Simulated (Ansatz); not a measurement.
# Profile along the O–Cd line in CdO (rock salt)

CdO (rock salt), conventional cell a = b = c = 4.690 Å, α = β = γ = 90.00°. The calculation uses the primitive cell of 2 atoms, to which meshes and values per cell refer.

Fields along a shortest O–Cd line of a {100} plane (2.35 Å), from O to Cd, interpolated on the slice's grid (step about 0.2 Å). These are PBEsol (plane waves to 420 eV, PAW, scalar-relativistic; Ansatz, an electronic-structure program) values and carry that method's errors. k mesh 12×12×12. Near the nuclei the fields are pseudised (PAW); where an atom keeps semicore shells as valence, they peak there. CdO was relaxed with its symmetry unable to fall.

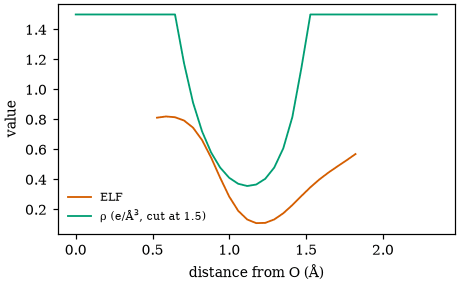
*ELF (away from the nuclei) and valence density from O to Cd.*

Density on the O–Cd line (2.35 Å) at its density minimum, 1.1 Å from O: 0.36 e/Å³. ELF at that point: 0.1.
